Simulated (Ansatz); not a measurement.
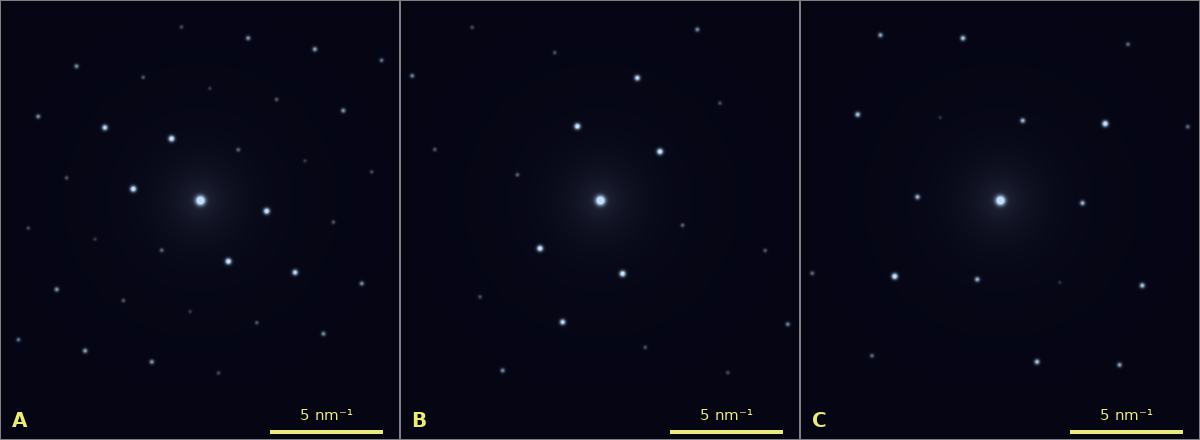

Kinematic electron diffraction patterns (300 kV, B = 0.5 Å², same scale, each along a low-index zone) of three structures of composition Si2As, each relaxed at zero pressure with Ansatz 0.2.0, DFT PBE, scalar-relativistic, plane waves, PAW.

The structures (standard cells):
1. I4_1/amd (No. 141), a = 4.834 Å, c = 8.729 Å, 12 atoms; generated start, possibly hypothetical
2. Pmmn (No. 59), a = 3.718 Å, b = 7.034 Å, c = 5.855 Å, 6 atoms; generated start, possibly hypothetical
3. Pnnm (No. 58), a = 5.146 Å, b = 6.466 Å, c = 3.481 Å, 6 atoms; generated start, possibly hypothetical

Which pattern belongs to which structure, and along which zone?

A is structure 2 along [001]: centred rectangular net of 0 2 0 at d = 3.52 Å and 1 1 0 at d = 3.29 Å, 62.1° apart (some points of this net are extinct or too weak to see). B is structure 3 along [010]: centred rectangular net of -1 0 1 at d = 2.88 Å and 1 0 1 at d = 2.88 Å, 68.2° apart (some points of this net are extinct or too weak to see). C is structure 1 along [110] or an equivalent direction: centred rectangular net of -1 1 -2 at d = 2.69 Å and -1 1 2 at d = 2.69 Å, 76.1° apart (some points of this net are extinct or too weak to see).

Which structure lies lowest at this level of theory, and by how much?

Structure 1 (I4_1/amd, 17.00 Å³ an atom) is the lowest of these; structure 2 (Pmmn, 25.52 Å³ an atom) lies about 140 meV an atom higher; structure 3 (Pnnm, 19.30 Å³ an atom) lies about 210 meV an atom higher. These are static energies at 0 K; other structures, not shown, may lie lower still.
